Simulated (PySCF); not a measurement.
Consider SiS (charge −1, doublet).

```yaml
atoms:
  - { symbol: Si, position_ang: [0.0000, 0.0000, -1.0970] }
  - { symbol: S, position_ang: [0.0000, 0.0000, 0.9600] }
```

All numbers below come from PBE0/aug-cc-pVDZ-DK/X2C, spin-free X2C-1e, Gaussian nucleus, at a bond length of 2.057 Å (PySCF 2.14.0).

### Predict the electron density, electron localisation function and spin density between the atoms.

Si–S (2.06 Å): ρ at the midpoint is about 0.87 e/Å³; the ELF peaks at about 0.85 between the atoms; localised, covalent bonding.
The unpaired spin (1 electron) lies mostly on Si1 (about 0.8) and S2 (about 0.2), in electrons by Hirshfeld's partition.

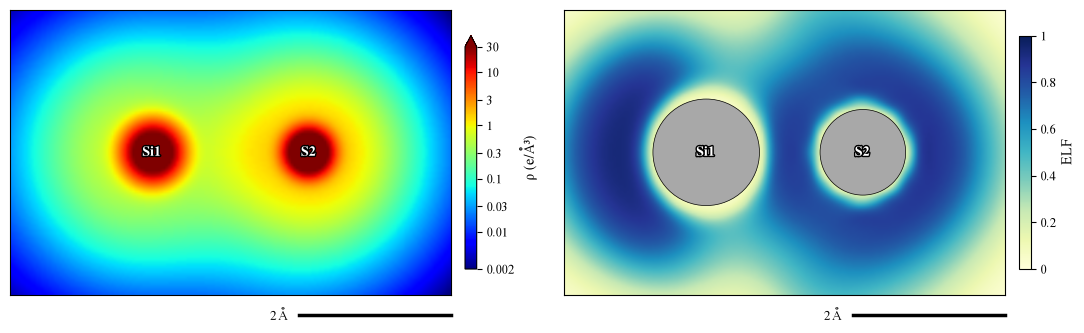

Computed electron density and electron localisation function on a plane that holds the molecular axis, in this order. Grey discs cover the atomic cores in the ELF map. 
